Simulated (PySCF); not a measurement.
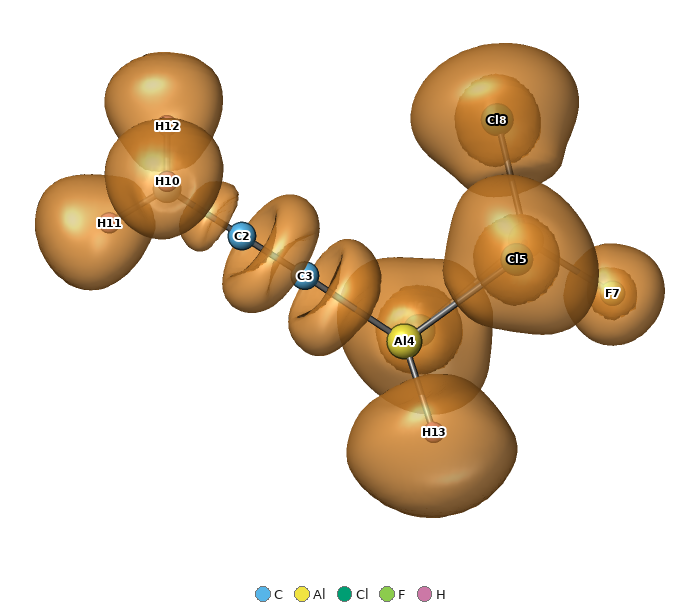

C₃H₄Al₂Cl₃F. Isosurface of the ELF at 0.75 (orange), seen at a tilt. Only the valence region is drawn (cores and ρ < 0.01 e/Å³ removed).

Geometry: GFN2-xTB.

Theory: PBE0/pcSseg-1, SCF density, gas phase, non-relativistic in PySCF 2.14.0.

Input file:

```
{"job": {"kind": "nmr", "xc": "PBE0", "basis": "pcSseg-1"}, "charge": 0, "multiplicity": 1}
C      3.319934    -0.155248     0.005193
C      1.963239    -0.036419    -0.480047
C      0.821120     0.061598    -0.884584
Al    -0.967690     0.253053    -1.586338
Cl    -2.038818     1.650063    -0.274642
Al    -3.139085    -0.043191     0.610459
F     -4.690822     0.120147     0.070458
Cl    -2.614131    -0.397140     2.528105
Cl    -2.169437    -1.416920    -0.815650
H      3.863101     0.772662    -0.175428
H      3.829959    -0.969719    -0.509485
H      3.316902    -0.360652     1.075533
H     -1.498660     0.522253    -3.002273
```

Command:

```sh
OMP_NUM_THREADS=1 python probes_run.py task.json out
```

Identify the bonds, lone pairs and shells in this picture.

Answer. The surface consists of two regions between bonded C–C atoms (shared pairs), four regions around hydrogen nuclei, one lobe of the valence shell of C pointing towards Al (polar bonds), three regions on Cl in which the atom's valence shell and bonds are merged and one region wrapped around F (its valence shell).

Values along the shortest contacts:
C–C (1.22 Å): the ELF peaks at about 0.90 between the atoms; a short, multiple covalent bond. Al–F (1.65 Å): the ELF peaks at about 0.85 in the valence shell of F, 0.5 Å from its nucleus, and is about 0.30 at the midpoint.
